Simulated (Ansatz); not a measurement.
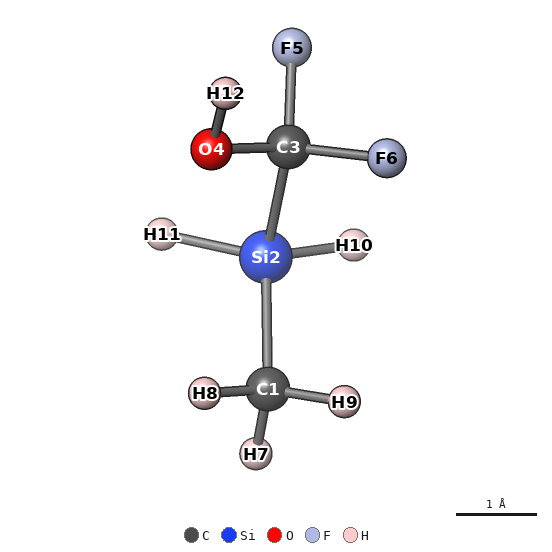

Orthographic view. Atoms fade into the background with distance from the viewer. The computed structure is the end point of a PBE0-D4/def2-TZVP optimisation. No frequency run is at hand to confirm it as a minimum.

Write a MOL file (V2000) with the atoms in numerical order, bonds sorted by atom number with the orders drawn, and coordinates in the frame of the picture: x right, y up, z towards the viewer, origin at the mean position.

```
C2H6F2OSi
                    3D

 12 11  0  0  0  0  0  0  0  0999 V2000
   -0.0500   -1.7700   -0.1000 C   0  0  0  0  0  0  0  0  0  0  0  0
   -0.0700   -0.1200   -0.9600 Si  0  0  0  0  0  4  0  0  0  0  0  0
    0.2100    1.2600    0.3600 C   0  0  0  0  0  0  0  0  0  0  0  0
   -0.7500    1.2300    1.3200 O   0  0  0  0  0  0  0  0  0  0  0  0
    0.2600    2.5000   -0.2100 F   0  0  0  0  0  0  0  0  0  0  0  0
    1.4400    1.1200    0.9500 F   0  0  0  0  0  0  0  0  0  0  0  0
   -0.2000   -2.5800   -0.8200 H   0  0  0  0  0  0  0  0  0  0  0  0
   -0.8400   -1.8300    0.6500 H   0  0  0  0  0  0  0  0  0  0  0  0
    0.9100   -1.9300    0.4000 H   0  0  0  0  0  0  0  0  0  0  0  0
    1.0300    0.0300   -1.9400 H   0  0  0  0  0  0  0  0  0  0  0  0
   -1.3700    0.1700   -1.6000 H   0  0  0  0  0  0  0  0  0  0  0  0
   -0.5800    1.9300    1.9600 H   0  0  0  0  0  0  0  0  0  0  0  0
  1  2  1  0
  1  7  1  0
  1  8  1  0
  1  9  1  0
  2  3  1  0
  2 10  1  0
  2 11  1  0
  3  4  1  0
  3  5  1  0
  3  6  1  0
  4 12  1  0
M  END
```
